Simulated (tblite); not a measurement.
# Run report: CH8AlBOSi, molecular dynamics (part 2 of 2)

CH8AlBOSi, SMILES [BH2][AlH][O][SiH2]C; GFN1-xTB, R-SCC (tblite 0.8.0). The geometry: force field.

Geometry of the input (Å):
```
B  -0.8781  2.8197  -0.5524
Al -1.2790  0.9767  0.1998
O  -0.1386  0.2557  1.4076
Si 1.1739  -0.5634  0.5103
C  0.4655  -2.2502  -0.0560
H  0.0201  3.4923  -0.2135
H  -1.6408  3.3283  -1.3556
H  -2.4996  0.1530  -0.2982
H  1.5494  0.2288  -0.6078
H  2.2718  -0.7888  1.4010
H  1.2618  -2.7884  -0.5455
H  -0.3784  -2.0984  -0.7073
H  0.0923  -2.8000  0.8325
```

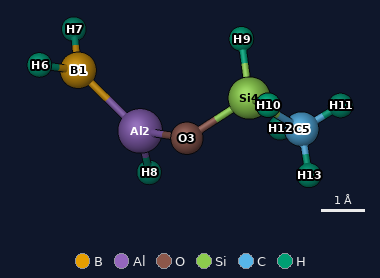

*The geometry at step 45 of the log (ball-and-stick view, seen at a tilt; atoms are numbered from 1 in the order of the input).*

### Trajectory as extended XYZ, continued
```
13
Properties=species:S:1:pos:R:3:forces:R:3 step=30 time_fs=30.0 energy=-428.05170 temperature=437.6
B    -0.9987    2.9156   -0.5392    0.2351  -0.7341   0.0783
Al   -1.2186    0.9951    0.2474   -2.0064   0.8768  -0.7622
O    -0.1048    0.1923    1.2002    1.3231  -0.3096   0.5805
Si    1.1751   -0.5815    0.5553   -0.5175  -0.1960   0.8524
C     0.4090   -2.2352   -0.0166    1.3524  -0.6121  -1.0634
H    -0.4543    3.9171   -0.1482   -0.1940  -0.0563  -0.1312
H    -1.3223    2.8888   -1.7092    0.0609   0.4303   0.0439
H    -2.3965   -0.0429   -0.0942    0.1765   0.3254   0.0341
H     1.7214    0.2433   -0.4797    0.2799   0.0680  -0.5697
H     2.1191   -0.6695    1.6347    0.3056  -0.2396   0.1593
H     1.0681   -2.9379   -0.5832   -0.0311   0.4478   0.2923
H    -0.3578   -1.9993   -0.7758   -0.3724  -0.2324   0.5657
H     0.0774   -2.8636    0.8145   -0.6121   0.2317  -0.0800
13
Properties=species:S:1:pos:R:3:forces:R:3 step=33 time_fs=33.0 energy=-427.96021 temperature=384.8
B    -1.0200    2.9210   -0.5484    0.6482  -0.2896   0.4215
Al   -1.2302    1.0036    0.2471   -2.2751   0.8470  -0.8505
O    -0.1279    0.2188    1.2136    2.6608  -1.1765  -0.0578
Si    1.2056   -0.6060    0.5496   -1.7455   0.5811   1.7047
C     0.4186   -2.2338   -0.0146    0.7431  -0.8983   0.0419
H    -0.4752    3.9311   -0.0791   -0.4686  -0.4889  -0.4108
H    -1.2385    2.9155   -1.7363    0.0097   0.4471   0.0012
H    -2.4881    0.0070   -0.0945    0.4170   0.3498   0.1105
H     1.7405    0.2149   -0.4842    0.2980   0.1262  -0.5956
H     2.1409   -0.7006    1.6463    0.1371  -0.1757   0.0380
H     1.0363   -2.9247   -0.5753    0.7849  -0.1782  -0.1998
H    -0.3388   -2.0351   -0.7514   -0.9787   0.2712  -0.1743
H     0.0212   -2.9118    0.7632   -0.2309   0.5850  -0.0292
13
Properties=species:S:1:pos:R:3:forces:R:3 step=36 time_fs=36.0 energy=-427.96446 temperature=385.9
B    -1.0363    2.9236   -0.5546    0.6365  -0.4079   0.1453
Al   -1.2491    1.0148    0.2440   -2.0108   0.7574  -0.7013
O    -0.1369    0.2391    1.2267    3.0755  -1.4756  -0.6124
Si    1.2308   -0.6286    0.5489   -1.9274   1.4282   1.6538
C     0.4332   -2.2387   -0.0135   -0.5186  -0.9033  -0.7036
H    -0.5335    3.9081   -0.0423   -0.2974  -0.1384  -0.2327
H    -1.1540    2.9797   -1.7619   -0.0518   0.3006   0.1544
H    -2.5453    0.0858   -0.0855    0.4037   0.1725   0.1435
H     1.7829    0.1938   -0.5350   -0.0203  -0.2883   0.0669
H     2.1740   -0.7464    1.6602   -0.1126  -0.0661  -0.2237
H     1.0637   -2.9212   -0.5801    0.4766  -0.1079  -0.1008
H    -0.3908   -2.0514   -0.7331    0.1127   0.2935   0.1352
H    -0.0544   -2.9132    0.7114    0.2338   0.4353   0.2754
13
Properties=species:S:1:pos:R:3:forces:R:3 step=39 time_fs=39.0 energy=-427.90972 temperature=354.8
B    -1.0476    2.9229   -0.5599    0.4821  -0.7468  -0.4371
Al   -1.2743    1.0283    0.2388   -1.2645   0.6264  -0.3430
O    -0.1294    0.2516    1.2365    2.8861  -1.4141  -1.1670
Si    1.2502   -0.6469    0.5533   -2.0194   1.7706   1.3509
C     0.4446   -2.2500   -0.0175   -0.7437  -0.7361  -1.3927
H    -0.6161    3.8761   -0.0230    0.0335   0.5900   0.2759
H    -1.0741    3.0691   -1.7743   -0.1425   0.0464   0.2890
H    -2.5694    0.1785   -0.0644    0.1330  -0.1538   0.1393
H     1.8244    0.1499   -0.5819   -0.2185  -0.4599   0.4948
H     2.1989   -0.7981    1.6565   -0.1589   0.0249  -0.2353
H     1.1280   -2.9247   -0.5910   -0.4512   0.3077   0.3500
H    -0.4357   -2.0430   -0.7064    0.9494   0.1805   0.1073
H    -0.1112   -2.8793    0.6832    0.5146  -0.0359   0.5680
13
Properties=species:S:1:pos:R:3:forces:R:3 step=42 time_fs=42.0 energy=-427.96971 temperature=389.5
B    -1.0548    2.9167   -0.5682    0.6855  -0.1729  -0.3559
Al   -1.3035    1.0439    0.2325   -0.3021   0.4646   0.1032
O    -0.1064    0.2565    1.2400    2.3769  -1.1614  -1.6373
Si    1.2632   -0.6599    0.5619   -2.2955   1.5411   1.1584
C     0.4511   -2.2664   -0.0304   -0.3789  -0.0339  -0.2102
H    -0.6992    3.8881    0.0165   -0.0652   0.3781   0.3116
H    -1.0063    3.1627   -1.7634   -0.2026  -0.1687   0.1940
H    -2.5830    0.2578   -0.0314   -0.2603  -0.4896   0.1219
H     1.8490    0.0691   -0.5899   -0.1470  -0.2110   0.3673
H     2.2115   -0.8480    1.6346    0.0121   0.0616   0.0445
H     1.1601   -2.9077   -0.5769   -0.4438  -0.1238   0.1044
H    -0.4086   -2.0184   -0.6750    0.3655   0.1501  -0.5962
H    -0.1244   -2.8465    0.7008    0.6555  -0.2342   0.3943
13
Properties=species:S:1:pos:R:3:forces:R:3 step=45 time_fs=45.0 energy=-428.05085 temperature=438.3
B    -1.0565    2.9095   -0.5790    0.8661   0.8678   0.2846
Al   -1.3338    1.0610    0.2265    0.3494   0.1364   0.4420
O    -0.0706    0.2550    1.2347    1.7194  -0.8215  -1.8995
Si    1.2692   -0.6682    0.5742   -2.4598   0.9719   1.2654
C     0.4546   -2.2830   -0.0446   -0.1712   0.7040   1.1942
H    -0.7885    3.9285    0.0798   -0.2773  -0.4659  -0.1067
H    -0.9554    3.2427   -1.7368   -0.1855  -0.2614  -0.0445
H    -2.6171    0.2967    0.0125   -0.3602  -0.5649   0.1540
H     1.8623   -0.0283   -0.5693    0.1420   0.2776  -0.1881
H     2.2249   -0.8928    1.6162    0.1272   0.0697   0.2839
H     1.1588   -2.9035   -0.5560    0.1647  -0.7650  -0.4037
H    -0.3517   -1.9814   -0.6925   -0.3794   0.0008  -0.8333
H    -0.0833   -2.8319    0.7497    0.4647  -0.1496  -0.1484
13
Properties=species:S:1:pos:R:3:forces:R:3 step=48 time_fs=48.0 energy=-428.15366 temperature=498.7
B    -1.0515    2.9087   -0.5878    0.6627   1.1958   0.6250
Al   -1.3631    1.0784    0.2218    0.4673  -0.3757   0.5795
O    -0.0254    0.2492    1.2192    0.9126  -0.3876  -1.8604
Si    1.2677   -0.6735    0.5904   -1.8560   0.4533   1.1315
C     0.4571   -2.2949   -0.0517    0.2646   0.7284   0.1733
H    -0.8997    3.9327    0.1356   -0.2173  -0.7348  -0.2955
H    -0.9201    3.3006   -1.7134   -0.1129  -0.2825  -0.1982
H    -2.6789    0.2892    0.0698    0.0002  -0.3080   0.2179
H     1.8868   -0.1036   -0.5623    0.2552   0.4875  -0.3689
H     2.2470   -0.9313    1.6199   -0.0580   0.1207   0.1750
H     1.1630   -2.9554   -0.5628   -0.2472  -0.1472  -0.0309
H    -0.3175   -1.9480   -0.7715    0.1016  -0.5822   0.2301
H    -0.0053   -2.8310    0.7882   -0.1727  -0.1678  -0.3782
13
Properties=species:S:1:pos:R:3:forces:R:3 step=51 time_fs=51.0 energy=-428.18521 temperature=517.7
B    -1.0413    2.9171   -0.5919    0.2885   0.6872   0.3814
Al   -1.3908    1.0947    0.2190    0.4597  -0.8101   0.5931
O     0.0245    0.2413    1.1938   -0.2003   0.2802  -1.4790
Si    1.2607   -0.6774    0.6098   -0.4087   0.0072   0.1877
C     0.4616   -2.3018   -0.0575    0.9190   0.2651  -0.6673
H    -1.0289    3.8788    0.1687   -0.0423  -0.2365  -0.0781
H    -0.8945    3.3342   -1.7056   -0.0263  -0.2802  -0.1302
H    -2.7407    0.2554    0.1456    0.3953   0.0039   0.2257
H     1.9304   -0.1398   -0.5818   -0.0267   0.2816   0.1811
H     2.2639   -0.9593    1.6379   -0.2956   0.1795  -0.0354
H     1.1483   -3.0202   -0.5731   -0.4193   0.5100   0.3030
H    -0.2789   -1.9612   -0.8349    0.0680  -0.6967   0.7827
H     0.0585   -2.8448    0.7965   -0.7115  -0.1911  -0.2646
13
Properties=species:S:1:pos:R:3:forces:R:3 step=54 time_fs=54.0 energy=-428.14290 temperature=492.4
B    -1.0286    2.9307   -0.5930   -0.0074  -0.1359  -0.0451
Al   -1.4171    1.1084    0.2182    0.6046  -1.0153   0.5633
O     0.0732    0.2352    1.1604   -1.7390   1.3133  -0.7998
Si    1.2525   -0.6813    0.6298    1.1995  -0.8071  -0.9620
C     0.4724   -2.3068   -0.0669    0.9069  -0.1339   0.4176
H    -1.1626    3.8063    0.1960    0.0309   0.4690   0.2362
H    -0.8712    3.3443   -1.7083    0.0547  -0.1970   0.0419
H    -2.7700    0.2211    0.2403    0.5537   0.1869   0.1757
H     1.9721   -0.1515   -0.5871   -0.2534   0.0903   0.5746
H     2.2569   -0.9724    1.6545   -0.2918   0.1483  -0.0258
H     1.1045   -3.0482   -0.5618    0.3929   0.1411  -0.0163
H    -0.2401   -2.0297   -0.8394   -0.7536  -0.1280   0.1287
H     0.0648   -2.8729    0.7807   -0.6981   0.0683  -0.2890
13
Properties=species:S:1:pos:R:3:forces:R:3 step=57 time_fs=57.0 energy=-428.06060 temperature=443.8
B    -1.0161    2.9437   -0.5940   -0.3731  -0.3160   0.3181
Al   -1.4414    1.1189    0.2191    0.9232  -0.9813   0.5386
O     0.1124    0.2362    1.1227   -3.3297   2.4573  -0.0991
Si    1.2479   -0.6878    0.6468    2.3501  -1.8031  -1.7842
C     0.4892   -2.3125   -0.0736   -0.0566  -0.3559   0.8507
H    -1.2931    3.7681    0.2383    0.1795   0.3788  -0.1561
H    -0.8433    3.3382   -1.7081    0.1230   0.0033   0.1057
H    -2.7532    0.2019    0.3502    0.4594   0.2089   0.1103
H     1.9940   -0.1545   -0.5463   -0.1879   0.0481   0.4523
H     2.2263   -0.9735    1.6704   -0.0625   0.0106   0.2175
H     1.0923   -3.0644   -0.5514    0.8521  -0.1877  -0.2157
H    -0.2599   -2.1106   -0.8300   -0.6302   0.2724  -0.1372
H     0.0138   -2.8956    0.7409   -0.2474   0.2646  -0.2011
13
Properties=species:S:1:pos:R:3:forces:R:3 step=60 time_fs=60.0 energy=-427.99462 temperature=404.9
B    -1.0067    2.9543   -0.5923   -0.8375  -0.2542   0.8935
Al   -1.4627    1.1263    0.2217    1.3630  -0.7515   0.5137
O     0.1339    0.2502    1.0843   -3.9584   2.8747   0.1566
Si    1.2503   -0.6997    0.6586    2.3770  -2.2292  -1.6540
C     0.5056   -2.3212   -0.0752   -1.0463  -0.9355  -0.3609
H    -1.4070    3.7611    0.2664    0.4660   0.0438  -0.6942
H    -0.8049    3.3322   -1.6996    0.1725   0.1880   0.0695
H    -2.6982    0.1997    0.4697    0.1569   0.0784   0.0756
H     2.0017   -0.1524   -0.4693    0.1702   0.1455  -0.0813
H     2.1898   -0.9737    1.7046    0.0766  -0.1171   0.3859
H     1.1442   -3.0885   -0.5543    0.0794   0.4782   0.2351
H    -0.3250   -2.1702   -0.8270    0.6964   0.3595   0.3012
H    -0.0580   -2.8979    0.6856    0.2842   0.1193   0.1592
```

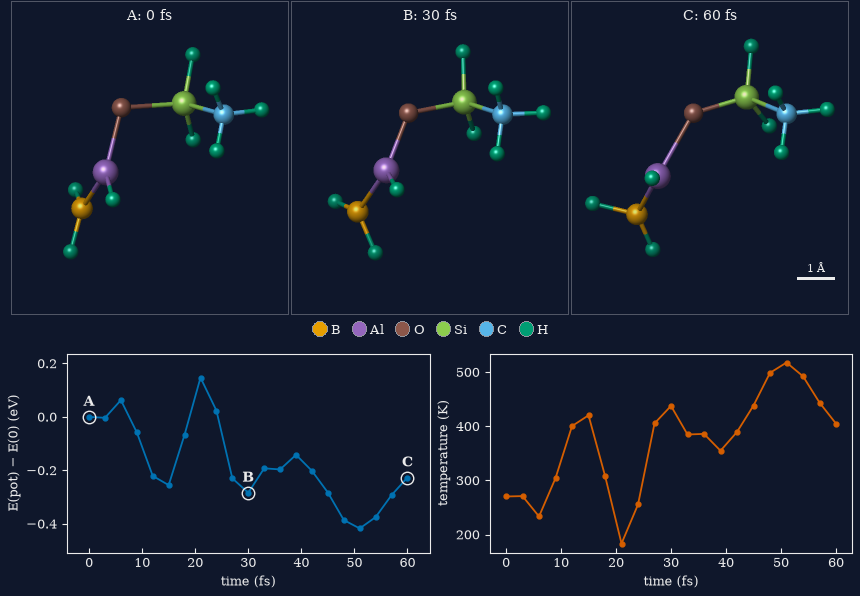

*Frames of the molecular dynamics (ball-and-stick, seen at a tilt) above the curves, on which the letters mark them.*

The trajectory kept here has 21 frames over 60 fs. The temperature starts at 270 K, ranges from 183 to 518 K and averages 432 K over the second half. The potential energy ends 0.227 eV below its first value. After an unweighted best fit of the last frame on the first, the root-mean-square displacement is 0.60 Å, and H6 has moved furthest (1.45 Å).

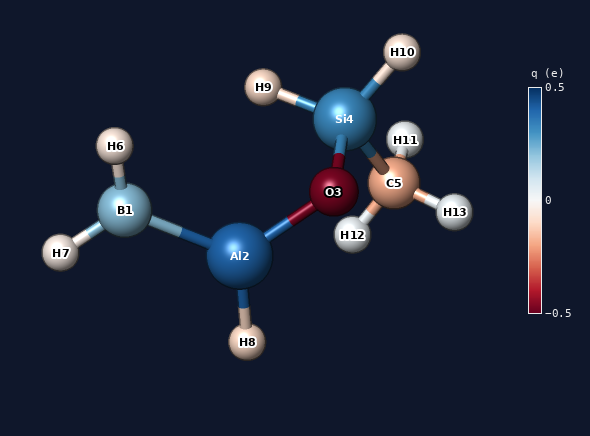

*Mulliken charges, as the colour of each atom (ball-and-stick view, seen at a tilt; atoms are numbered from 1 in the order of the input).*

By element: B +0.21, Al +0.40, O −0.48, Si +0.32, C −0.19 and H −0.10 to +0.04 e.
